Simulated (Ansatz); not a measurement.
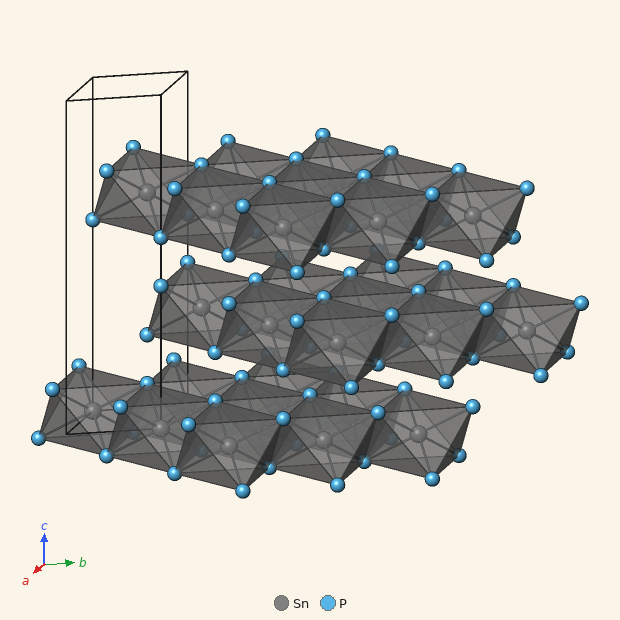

Polyhedra are drawn about Sn (bonds: P–Sn below 3.1 Å); other atoms are plain spheres.

System SnP2 (space group R-3m, No. 166); source of the atomic positions: the end point of a relaxation with DFT PBE, scalar-relativistic, plane waves, PAW (Ansatz 0.2.0); the starting structure was generated, so it need not be a known form of this composition.

Question: What figure surrounds each Sn atom, and what does it share with the other drawn polyhedra?

Answer: Sn: SnP6 octahedron, sharing edges with six neighbours.

Question: What is the connectivity of the polyhedra: isolated, groups, chains, layers or framework?

Answer: They form layers of edge-sharing octahedra parallel to (001).

Question: How far apart are the centres of linked polyhedra?

Answer: Centre to centre across a shared edge: 4.12 Å.
